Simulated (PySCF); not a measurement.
The calculation's input:

```
{"job": {"kind": "uv", "xc": "B3LYP", "basis": "def2-SVPD", "ip": false, "nstates": 15}, "charge": 0, "multiplicity": 1}
Ge     0.673412     1.891417     0.696961
H      0.685882     1.963420     2.241895
H      2.142893     1.849294     0.217939
C     -0.210099     3.475227    -0.032509
H      0.295918     4.391753     0.302841
H     -1.258199     3.518178     0.298654
H     -0.192665     3.452360    -1.132039
C     -0.240165     0.255120     0.120719
C      0.406555    -1.028259     0.632218
C     -0.315893    -2.310950     0.221767
C     -0.321951    -2.577664    -1.275876
H     -1.290171     0.317424     0.456606
H     -0.267852     0.273612    -0.981750
H      1.453668    -1.078653     0.281183
H      0.465657    -0.993317     1.733702
H      0.156556    -3.162616     0.740315
H     -1.355292    -2.272571     0.594628
H     -0.807730    -3.536991    -1.510200
H     -0.862136    -1.794852    -1.830756
H      0.704012    -2.617762    -1.676968
```

Run with:

```sh
OMP_NUM_THREADS=1 python probes_run.py task.json out
```

Geometry: PBE0-D3(BJ)/def2-SVP.

Computed with B3LYP/def2-SVPD, SCF density, gas phase (PySCF 2.14.0).

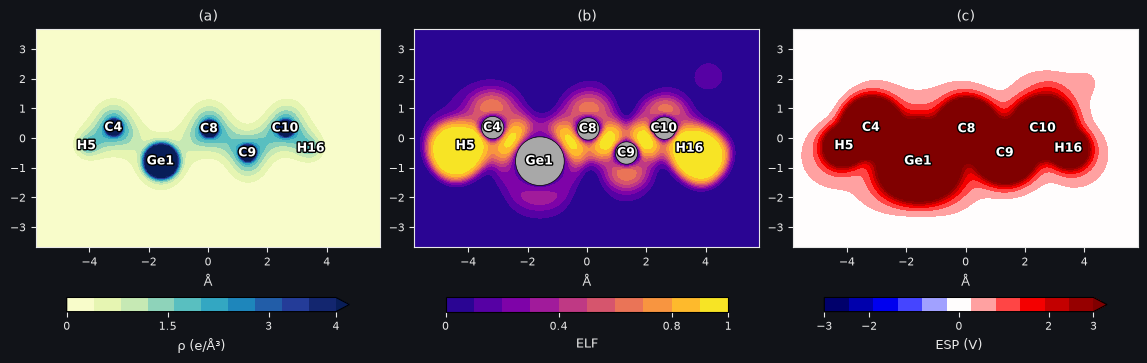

C5H14Ge (SMILES [H][Ge]([H])([CH3])[CH2]CCC). (a) electron density; (b) ELF; (c) electrostatic potential on the plane of atoms Ge1, C8 and C9. Grey discs cover the atomic cores in the ELF map.

> Interpret the plot.

- The section cuts through Ge, C and H sites.
- C–C (1.53 Å): the density is about 1.6 e/Å³ at the midpoint; the ELF peaks at about 0.95 between the atoms: a covalent bond.
- C–Ge (1.95 Å): ρ is about 0.88 e/Å³ halfway; the ELF peaks at about 0.95 in the valence shell of C, 0.7 Å from its nucleus, and is about 0.70 at the midpoint.
- C–H (1.10 Å): ρ is about 1.9 e/Å³ halfway; the ELF climbs to about 1 towards the hydrogen, as it does in any bond to H; a covalent bond by its length.
- The potential has no marked negative region in this plane.
